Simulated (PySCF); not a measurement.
# C₄H₄OS: electronic excitations at several levels of theory

How much do the electronic excitations of C₄H₄OS (`O=C1C=CCS1`) depend on the level of theory, and what does each level cost?

The runs use PySCF 2.14.0, with density-fitted response routines of our own; the level of theory stands in each step. All values are computed, except where a source is named. Atoms count from 0, in the outputs and in this text.

### 1 The molecule as given

10 atoms, charge 0, multiplicity 1; geometry from: GFN2-xTB.

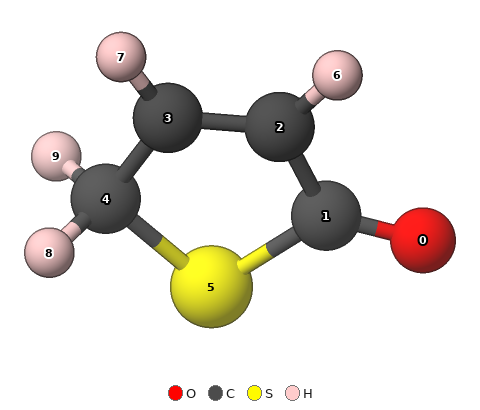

The starting geometry (oxygen red, carbon dark grey, sulfur yellow, hydrogen pink), atoms numbered.

### 2 Optimising the geometry at PBE0-D3(BJ)/def2-TZVP

What the job is given:

```
{"job": {"xc": "PBE0", "basis": "def2-TZVP", "d3": "d3bj", "grid": 2, "kind": "geom"}, "charge": 0, "multiplicity": 1}
O      2.092140     0.337110    -0.002940
C      0.895500     0.306830     0.028810
C     -0.038300     1.408830     0.265860
C     -1.328940     1.092820     0.248360
C     -1.647620    -0.332000    -0.008230
S     -0.055360    -1.187810    -0.222500
H      0.367730     2.390870     0.436800
H     -2.136310     1.788870     0.404940
H     -2.183510    -0.790210     0.825170
H     -2.241410    -0.463790    -0.913270
```

Output:

```text
step   0  E = -627.94773815  max force = 0.010093
step   1  E = -627.94763872  max force = 0.009018
step   2  E = -627.94818791  max force = 0.003679
step   3  E = -627.94826995  max force = 0.001085
step   4  E = -627.94827323  max force = 0.000223
optimisation converged
```

It took 2.3 min on 8 threads of Intel Xeon at 2.50GHz (Skylake/Cascade Lake), shared host.

Relaxation path: (the energy doesn't fall at every step)

| step | energy from step 0 (eV) | largest force component (eV/Å) |
| --- | --- | --- |
| 0 | 0.0000 | 0.5190 |
| 1 | 0.0027 | 0.4637 |
| 2 | -0.0122 | 0.1892 |
| 3 | -0.0145 | 0.0558 |
| 4 | -0.0146 | 0.0115 |

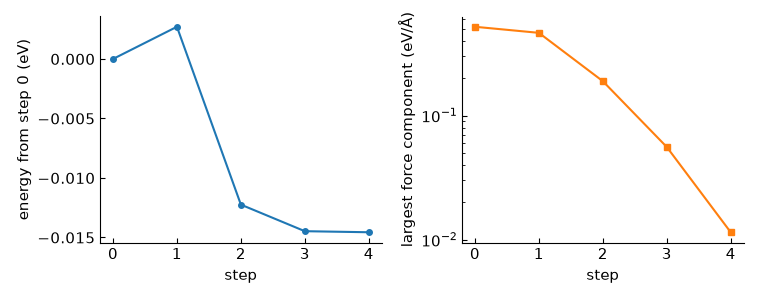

Energy and force, step by step.

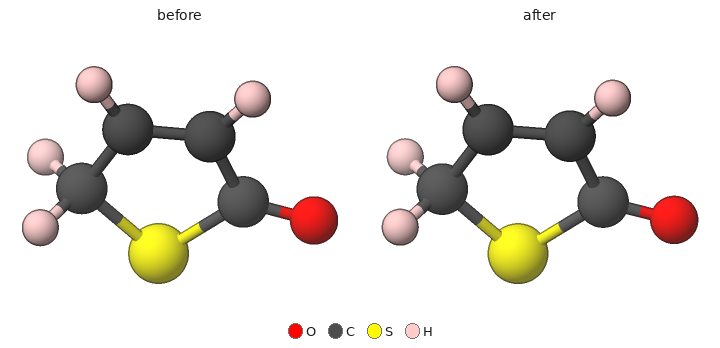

Before and after, at one scale.

Close pairs (by a distance rule), those that changed most:

| bond | before (Å) | after (Å) | change (Å) |
| --- | --- | --- | --- |
| C4–S5 | 1.820 | 1.799 | -0.021 |
| C1–C2 | 1.464 | 1.474 | +0.010 |
| C3–H7 | 1.077 | 1.084 | +0.007 |
| C2–H6 | 1.076 | 1.082 | +0.006 |
| C3–C4 | 1.482 | 1.488 | +0.006 |
| C1–S5 | 1.789 | 1.793 | +0.004 |
| C4–H9 | 1.090 | 1.094 | +0.003 |
| C4–H8 | 1.092 | 1.094 | +0.002 |

The end geometry stands in the next job.

| at the end point | value |
| --- | --- |
| point group (found at 0.08 Å tolerance) | Cs |
| rotational constants (GHz, main isotopes) | 4.923, 3.376, 2.028 |
| dipole moment (D) | 4.64 |

### 3 Excited states and response: CAM-B3LYP/aug-cc-pVTZ

What the job is given:

```
{"job": {"kind": "uv", "xc": "CAM-B3LYP", "basis": "aug-cc-pVTZ", "nstates": 14, "ntriplets": 2}, "charge": 0, "multiplicity": 1}
O      2.091885     0.344562    -0.003255
C      0.894571     0.299293     0.027341
C     -0.037666     1.415811     0.267366
C     -1.323588     1.086089     0.247441
C     -1.634016    -0.346146    -0.011223
S     -0.062456    -1.196583    -0.222654
H      0.362186     2.406392     0.440205
H     -2.133185     1.789647     0.405802
H     -2.188192    -0.786435     0.822845
H     -2.245618    -0.461111    -0.910868
```

With the program's defaults for keys left out, this is: TDDFT CAM-B3LYP/aug-cc-pVTZ, vertical, gas phase, core orbitals frozen in the response.

Output:

```text
coarse grid: 9536 points
cycle   1  E = -628.0911205640  dE =  1.227e+00  |g| = 8.528e-01  |ddm| = 7.168e+00
cycle   2  E = -627.7573542099  dE =  3.338e-01  |g| = 1.619e+00  |ddm| = 2.825e+00
cycle   3  E = -628.2379899982  dE = -4.806e-01  |g| = 9.436e-02  |ddm| = 1.795e+00
cycle   4  E = -628.2398482173  dE = -1.858e-03  |g| = 5.519e-02  |ddm| = 2.521e-01
cycle   5  E = -628.2405607737  dE = -7.126e-04  |g| = 1.175e-02  |ddm| = 9.186e-02
cycle   6  E = -628.2405996488  dE = -3.888e-05  |g| = 6.117e-03  |ddm| = 2.964e-02
cycle   7  E = -628.2406120128  dE = -1.236e-05  |g| = 1.850e-03  |ddm| = 1.383e-02
cycle   8  E = -628.2406137036  dE = -1.691e-06  |g| = 9.215e-04  |ddm| = 5.891e-03
final grid: 89280 points
cycle   9  E = -628.2389323445  dE = -4.168e-05  |g| = 3.539e-03  |ddm| = 3.514e-01
cycle  10  E = -628.2389313712  dE =  9.733e-07  |g| = 4.185e-03  |ddm| = 2.492e-02
cycle  11  E = -628.2389351615  dE = -3.790e-06  |g| = 8.102e-04  |ddm| = 6.470e-03
cycle  12  E = -628.2389352585  dE = -9.701e-08  |g| = 3.266e-04  |ddm| = 1.494e-03
cycle  13  E = -628.2389352784  dE = -1.992e-08  |g| = 6.744e-05  |ddm| = 7.066e-04
cycle  14  E = -628.2389352797  dE = -1.239e-09  |g| = 2.421e-05  |ddm| = 1.596e-04
cycle  15  E = -628.2389352798  dE = -1.835e-10  |g| = 9.884e-06  |ddm| = 5.518e-05
converged SCF energy = -628.2389352798

Static polarisability (au): isotropic 67.914, principal 46.531 71.039 86.172

Singlet excitations
state   eV       nm        f      main configurations
  1   4.3312    286.3   0.00043   H-1->L 0.93
  2   5.1029    243.0   0.04450   H->L 0.95
  3   5.8200    213.0   0.00000   H->L+5 0.47, H->L+9 0.14, H->L+2 0.12
  4   6.2595    198.1   0.17255   H-2->L 0.89
  5   6.4899    191.0   0.01242   H->L+1 0.62, H->L+5 0.18, H->L+4 0.10
  6   6.8722    180.4   0.03546   H-1->L+5 0.37, H-1->L+1 0.20, H-1->L+2 0.09
  7   6.9542    178.3   0.01653   H-1->L+1 0.52, H-1->L+4 0.20, H-1->L+5 0.13
  8   7.0926    174.8   0.01482   H->L+4 0.43, H->L+6 0.23, H->L+1 0.10
  9   7.1193    174.2   0.00141   H-1->L+8 0.38, H-3->L 0.29, H-1->L+3 0.08
 10   7.1213    174.1   0.01444   H->L+3 0.71, H->L+8 0.09
 11   7.2516    171.0   0.00336   H-3->L 0.62, H-1->L+8 0.14
 12   7.2726    170.5   0.00624   H-2->L+1 0.84
 13   7.4320    166.8   0.00036   H->L+2 0.77
 14   7.5068    165.2   0.03115   H-1->L+4 0.32, H-1->L+1 0.12, H->L+8 0.11

Triplet excitations (Tamm-Dancoff, eV): 3.9292 4.0319
```

It took 2.8 min on 8 threads of Intel Xeon at 2.50GHz (Skylake/Cascade Lake), shared host.

Frontier orbitals and where they lie:

| orbital | eV | atoms |
| --- | --- | --- |
| HOMO−3 | -11.38 | S5 48 %, C4 20 %, C1 10 % |
| HOMO−2 | -9.79 | C2 31 %, C3 29 %, O0 10 % |
| HOMO−1 | -9.01 | O0 52 %, C1 18 %, S5 15 % |
| HOMO | -8.74 | S5 55 %, C4 14 %, C1 14 % |
| LUMO | -0.52 | C3 25 %, C1 19 %, C2 18 % |
| LUMO+1 | 0.02 | H7 31 %, H9 22 %, H8 22 % |
| LUMO+2 | 0.50 | H6 26 %, H7 14 %, H9 13 % |

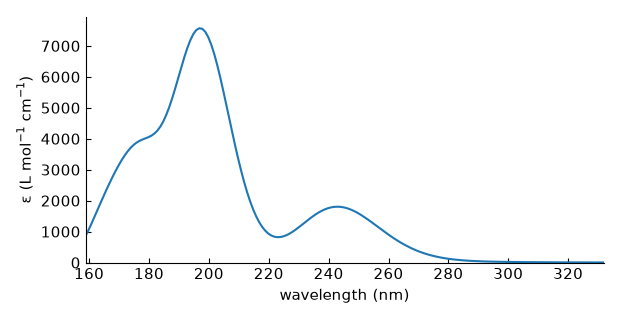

Absorption spectrum: each of the 14 states is a Gaussian band of 0.4 eV half-width at 1/e. Beyond the last state computed it falls off for lack of states.

Ground-state properties from the same run:

| property | computed |
| --- | --- |
| dipole moment (D) | 4.77 |
| polarisability (Å³) | 10.06 |
| HOMO–LUMO gap (eV) | 8.22 |
| −ε(HOMO) (eV) | 8.74 |

### 4 Excited states and response: PBE0/aug-cc-pVTZ

Same as in step 3 but for these lines:

```diff
@@ -1,2 +1,2 @@
-{"job": {"kind": "uv", "xc": "CAM-B3LYP", "basis": "aug-cc-pVTZ", "nstates": 14, "ntriplets": 2}, "charge": 0, "multiplicity": 1}
+{"job": {"kind": "uv", "xc": "PBE0", "basis": "aug-cc-pVTZ", "nstates": 14, "ntriplets": 2}, "charge": 0, "multiplicity": 1}
 O      2.091885     0.344562    -0.003255
```

Method: TDDFT PBE0/aug-cc-pVTZ, vertical, gas phase, core orbitals frozen in the response.

Output:

```text
coarse grid: 9536 points
cycle   1  E = -627.8213702406  dE =  1.078e+00  |g| = 7.804e-01  |ddm| = 7.170e+00
cycle   2  E = -627.2509372250  dE =  5.704e-01  |g| = 1.842e+00  |ddm| = 3.207e+00
cycle   3  E = -627.9371304704  dE = -6.862e-01  |g| = 1.634e-01  |ddm| = 2.327e+00
cycle   4  E = -627.9424877317  dE = -5.357e-03  |g| = 8.883e-02  |ddm| = 3.957e-01
cycle   5  E = -627.9442289888  dE = -1.741e-03  |g| = 3.245e-02  |ddm| = 1.604e-01
cycle   6  E = -627.9444867362  dE = -2.577e-04  |g| = 8.507e-03  |ddm| = 5.931e-02
cycle   7  E = -627.9445048177  dE = -1.808e-05  |g| = 2.398e-03  |ddm| = 1.438e-02
cycle   8  E = -627.9445061553  dE = -1.338e-06  |g| = 6.689e-04  |ddm| = 4.365e-03
final grid: 89280 points
cycle   9  E = -627.9400616530  dE = -4.903e-05  |g| = 1.188e-02  |ddm| = 4.918e-01
cycle  10  E = -627.9399948423  dE =  6.681e-05  |g| = 2.182e-02  |ddm| = 4.113e-02
cycle  11  E = -627.9400878686  dE = -9.303e-05  |g| = 2.789e-03  |ddm| = 2.672e-02
cycle  12  E = -627.9400894551  dE = -1.587e-06  |g| = 5.202e-04  |ddm| = 4.345e-03
cycle  13  E = -627.9400895315  dE = -7.638e-08  |g| = 1.318e-04  |ddm| = 1.047e-03
cycle  14  E = -627.9400895348  dE = -3.314e-09  |g| = 7.109e-05  |ddm| = 3.173e-04
cycle  15  E = -627.9400895362  dE = -1.403e-09  |g| = 1.549e-05  |ddm| = 1.236e-04
cycle  16  E = -627.9400895362  dE = -5.002e-11  |g| = 4.218e-06  |ddm| = 2.900e-05
converged SCF energy = -627.9400895362

Static polarisability (au): isotropic 68.292, principal 46.337 72.182 86.358

Singlet excitations
state   eV       nm        f      main configurations
  1   4.1776    296.8   0.00041   H-1->L 0.97
  2   4.7969    258.5   0.03855   H->L 0.96
  3   5.8618    211.5   0.00001   H->L+2 0.43, H->L+1 0.34, H->L+5 0.17
  4   6.1587    201.3   0.14562   H-2->L 0.85
  5   6.2882    197.2   0.00425   H->L+1 0.61, H->L+5 0.19, H->L+2 0.17
  6   6.4369    192.6   0.02932   H-1->L+1 0.76, H-1->L+2 0.09
  7   6.6374    186.8   0.00467   H-1->L+2 0.50, H-1->L+1 0.17, H-1->L+5 0.16
  8   6.7931    182.5   0.00001   H-1->L+6 0.48, H-3->L 0.25, H-1->L+3 0.23
  9   6.8816    180.2   0.01787   H->L+4 0.57, H-3->L 0.19, H->L+5 0.10
 10   6.9004    179.7   0.00789   H->L+3 0.79, H-1->L+2 0.08
 11   6.9273    179.0   0.00561   H-3->L 0.52, H->L+4 0.12, H-1->L+6 0.11
 12   7.0213    176.6   0.00044   H->L+5 0.41, H->L+2 0.32, H->L+4 0.21
 13   7.1177    174.2   0.00333   H-2->L+1 0.97
 14   7.1334    173.8   0.04472   H-1->L+4 0.65, H->L+6 0.14, H->L+3 0.09

Triplet excitations (Tamm-Dancoff, eV): 3.7641 3.9508
```

Run time: 2.2 min. Hardware: 8 threads of Intel Xeon at 2.50GHz (Skylake/Cascade Lake), shared host.

Key values: HOMO -7.43 eV, LUMO -1.63 eV; lowest singlet 4.18 eV.

### 5 Excited states and response: wB97X-D/aug-cc-pVTZ

Same as in step 4 but for these lines:

```diff
@@ -1,2 +1,2 @@
-{"job": {"kind": "uv", "xc": "PBE0", "basis": "aug-cc-pVTZ", "nstates": 14, "ntriplets": 2}, "charge": 0, "multiplicity": 1}
+{"job": {"kind": "uv", "xc": "wB97X-D", "basis": "aug-cc-pVTZ", "nstates": 14, "ntriplets": 2}, "charge": 0, "multiplicity": 1}
 O      2.091885     0.344562    -0.003255
```

Level: TDDFT wB97X-D/aug-cc-pVTZ, vertical, gas phase, core orbitals frozen in the response.

Output:

```text
coarse grid: 9536 points
cycle   1  E = -628.1021713993  dE =  1.275e+00  |g| = 8.674e-01  |ddm| = 7.460e+00
cycle   2  E = -627.8578093925  dE =  2.444e-01  |g| = 1.492e+00  |ddm| = 3.065e+00
cycle   3  E = -628.2583141346  dE = -4.005e-01  |g| = 8.050e-02  |ddm| = 1.738e+00
cycle   4  E = -628.2597977375  dE = -1.484e-03  |g| = 4.634e-02  |ddm| = 2.485e-01
cycle   5  E = -628.2603115666  dE = -5.138e-04  |g| = 1.032e-02  |ddm| = 1.068e-01
cycle   6  E = -628.2603543549  dE = -4.279e-05  |g| = 4.299e-03  |ddm| = 4.038e-02
cycle   7  E = -628.2603634509  dE = -9.096e-06  |g| = 1.478e-03  |ddm| = 1.551e-02
final grid: 89280 points
cycle   8  E = -628.2555524637  dE = -1.608e-04  |g| = 6.189e-03  |ddm| = 5.619e-01
cycle   9  E = -628.2555552454  dE = -2.782e-06  |g| = 4.814e-03  |ddm| = 4.334e-02
cycle  10  E = -628.2555602006  dE = -4.955e-06  |g| = 9.483e-04  |ddm| = 9.271e-03
cycle  11  E = -628.2555604110  dE = -2.104e-07  |g| = 5.912e-04  |ddm| = 3.298e-03
cycle  12  E = -628.2555604834  dE = -7.246e-08  |g| = 1.399e-04  |ddm| = 1.143e-03
cycle  13  E = -628.2555604934  dE = -9.996e-09  |g| = 6.894e-05  |ddm| = 5.483e-04
cycle  14  E = -628.2555604956  dE = -2.228e-09  |g| = 2.680e-05  |ddm| = 2.594e-04
cycle  15  E = -628.2555604961  dE = -4.331e-10  |g| = 8.979e-06  |ddm| = 1.149e-04
converged SCF energy = -628.2555604961

Static polarisability (au): isotropic 67.967, principal 46.705 71.134 86.061

Singlet excitations
state   eV       nm        f      main configurations
  1   4.3149    287.3   0.00045   H-1->L 0.94
  2   5.0741    244.3   0.04434   H->L 0.95
  3   5.9218    209.4   0.00000   H->L+5 0.47, H->L+8 0.19, H->L+7 0.08
  4   6.2600    198.1   0.17255   H-2->L 0.89
  5   6.6588    186.2   0.01767   H->L+1 0.49, H->L+4 0.16, H->L+5 0.16
  6   6.9050    179.6   0.03099   H-1->L+5 0.50
  7   7.1147    174.3   0.03029   H-1->L+1 0.50, H-1->L+4 0.29
  8   7.1168    174.2   0.00036   H-3->L 0.44, H-1->L+9 0.31
  9   7.2041    172.1   0.00205   H-3->L 0.43, H-1->L+9 0.22
 10   7.2367    171.3   0.01998   H->L+3 0.63, H->L+9 0.15
 11   7.3381    169.0   0.01530   H->L+6 0.24, H->L+4 0.21, H->L+1 0.18
 12   7.4440    166.6   0.00818   H-2->L+1 0.77
 13   7.6376    162.3   0.00193   H->L+2 0.61, H->L+7 0.09
 14   7.6382    162.3   0.01680   H-1->L+2 0.14, H-1->L+1 0.14, H->L+3 0.11

Triplet excitations (Tamm-Dancoff, eV): 3.9389 4.1106
```

Wall time 2.5 min (8 threads of Intel Xeon at 2.50GHz (Skylake/Cascade Lake), shared host).

In short: HOMO -9.25 eV, LUMO 0.15 eV; lowest singlet 4.31 eV.

### 6 TDDFT and polarisability: PBE/aug-cc-pVTZ

Same as in step 5 but for these lines:

```diff
@@ -1,2 +1,2 @@
-{"job": {"kind": "uv", "xc": "wB97X-D", "basis": "aug-cc-pVTZ", "nstates": 14, "ntriplets": 2}, "charge": 0, "multiplicity": 1}
+{"job": {"kind": "uv", "xc": "PBE", "basis": "aug-cc-pVTZ", "nstates": 14, "ntriplets": 2}, "charge": 0, "multiplicity": 1}
 O      2.091885     0.344562    -0.003255
```

Level: TDDFT PBE/aug-cc-pVTZ, vertical, gas phase, core orbitals frozen in the response.

Output:

```text
coarse grid: 9536 points
cycle   1  E = -627.7504888161  dE =  9.199e-01  |g| = 8.793e-01  |ddm| = 7.767e+00
cycle   2  E = -625.8874037431  dE =  1.863e+00  |g| = 2.831e+00  |ddm| = 5.793e+00
cycle   3  E = -627.8494360973  dE = -1.962e+00  |g| = 4.359e-01  |ddm| = 5.119e+00
cycle   4  E = -627.8831477611  dE = -3.371e-02  |g| = 2.882e-01  |ddm| = 1.084e+00
cycle   5  E = -627.8996205633  dE = -1.647e-02  |g| = 1.486e-01  |ddm| = 5.712e-01
cycle   6  E = -627.9050644974  dE = -5.444e-03  |g| = 3.558e-02  |ddm| = 2.614e-01
cycle   7  E = -627.9053892799  dE = -3.248e-04  |g| = 1.245e-02  |ddm| = 6.117e-02
cycle   8  E = -627.9054256441  dE = -3.636e-05  |g| = 3.000e-03  |ddm| = 2.002e-02
cycle   9  E = -627.9054276121  dE = -1.968e-06  |g| = 9.172e-04  |ddm| = 5.519e-03
final grid: 89280 points
cycle  10  E = -627.9004694976  dE = -4.129e-05  |g| = 2.082e-02  |ddm| = 6.557e-01
cycle  11  E = -627.8999558973  dE =  5.136e-04  |g| = 5.381e-02  |ddm| = 9.051e-02
cycle  12  E = -627.9005366366  dE = -5.807e-04  |g| = 9.506e-03  |ddm| = 6.891e-02
cycle  13  E = -627.9005568872  dE = -2.025e-05  |g| = 1.866e-03  |ddm| = 1.531e-02
cycle  14  E = -627.9005579392  dE = -1.052e-06  |g| = 5.410e-04  |ddm| = 3.574e-03
cycle  15  E = -627.9005580069  dE = -6.774e-08  |g| = 2.299e-04  |ddm| = 1.117e-03
cycle  16  E = -627.9005580205  dE = -1.361e-08  |g| = 8.382e-05  |ddm| = 4.063e-04
cycle  17  E = -627.9005580222  dE = -1.619e-09  |g| = 1.714e-05  |ddm| = 1.395e-04
cycle  18  E = -627.9005580222  dE = -7.503e-11  |g| = 2.671e-06  |ddm| = 3.109e-05
converged SCF energy = -627.9005580222

Static polarisability (au): isotropic 70.872, principal 47.534 75.890 89.192

Singlet excitations
state   eV       nm        f      main configurations
  1   3.7066    334.5   0.00033   H->L 1.00
  2   4.1804    296.6   0.02884   H-1->L 0.94
  3   5.3180    233.1   0.00850   H->L+1 0.94
  4   5.4426    227.8   0.00024   H-1->L+1 0.96
  5   5.6628    218.9   0.00177   H->L+2 0.89
  6   5.7605    215.2   0.00062   H-1->L+2 0.96
  7   5.8077    213.5   0.11473   H-2->L 0.77, H-1->L+3 0.12
  8   5.9891    207.0   0.00010   H->L+3 0.98
  9   6.1262    202.4   0.01521   H->L+4 0.78, H-1->L+3 0.20
 10   6.1521    201.5   0.00484   H->L+5 0.96
 11   6.1952    200.1   0.00041   H-3->L 0.93
 12   6.2642    197.9   0.01182   H-1->L+5 0.77, H-1->L+4 0.21
 13   6.2741    197.6   0.00817   H-1->L+4 0.71, H-1->L+5 0.23
 14   6.2942    197.0   0.03688   H-1->L+6 0.39, H-1->L+3 0.38, H->L+4 0.12

Triplet excitations (Tamm-Dancoff, eV): 3.3679 3.4751
```

Wall time 92 s (8 threads of Intel Xeon at 2.50GHz (Skylake/Cascade Lake), shared host).

In short: HOMO -6.13 eV, LUMO -2.55 eV; lowest singlet 3.71 eV.

### 7 Comparing the runs: electronic excitations

Excitations and ground-state properties, with basis size and wall time:

| run | lowest singlet (eV) | brightest (eV) | f | gap (eV) | α (Å³) | μ (D) | functions | time |
| --- | --- | --- | --- | --- | --- | --- | --- | --- |
| CAM-B3LYP/aug-cc-pVTZ | 4.33 | 6.26 | 0.173 | 8.22 | 10.06 | 4.77 | 372 | 2.8 min |
| PBE0/aug-cc-pVTZ | 4.18 | 6.16 | 0.146 | 5.80 | 10.12 | 4.70 | 372 | 2.2 min |
| wB97X-D/aug-cc-pVTZ | 4.31 | 6.26 | 0.173 | 9.41 | 10.07 | 4.73 | 372 | 2.5 min |
| PBE/aug-cc-pVTZ | 3.71 | 5.81 | 0.115 | 3.58 | 10.50 | 4.52 | 372 | 92 s |

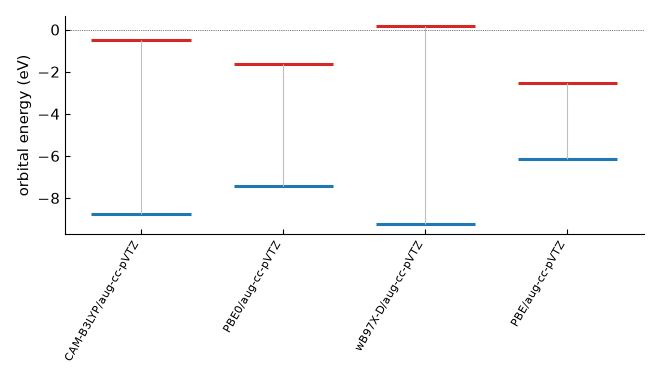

HOMO (blue) and LUMO (red) run by run.

### 8 Summary of results

| quantity | value |
| --- | --- |
| point group | Cs |
| rotational constants (main isotopes) | 4.92, 3.38, 2.03 GHz |
| lowest singlet (CAM-B3LYP/aug-cc-pVTZ) | 4.33 eV (286 nm), f = 0.000 |
| brightest single state of those computed | state 4, 6.26 eV, f = 0.173 |
| lowest triplet | 3.93 eV |
| range of the lowest singlet | 3.71 to 4.33 eV |

What this shows: Single values in the summary come from the first sound run of each kind (CAM-B3LYP/aug-cc-pVTZ), which need not be the best level. The optimisation took 4 steps and gained 0.015 eV; among the close pairs (by a distance rule), C4–S5 changed most, from 1.820 to 1.799 Å. The lowest singlet, at 4.33 eV, is HOMO−1→LUMO 0.93 and is dark; of the 14 states computed, the strongest absorption comes from state 4 at 6.26 eV. The lowest triplet lies 0.40 eV below the lowest singlet (triplets in Tamm-Dancoff, singlets in full TDDFT). The lowest singlet runs from 3.71 eV (PBE/aug-cc-pVTZ) to 4.33 eV (CAM-B3LYP/aug-cc-pVTZ), while the orbital gap spans 3.58 to 9.41 eV: the excitation energy moves far less from run to run than the orbital gap does. The lowest state need not be the same one in every run.
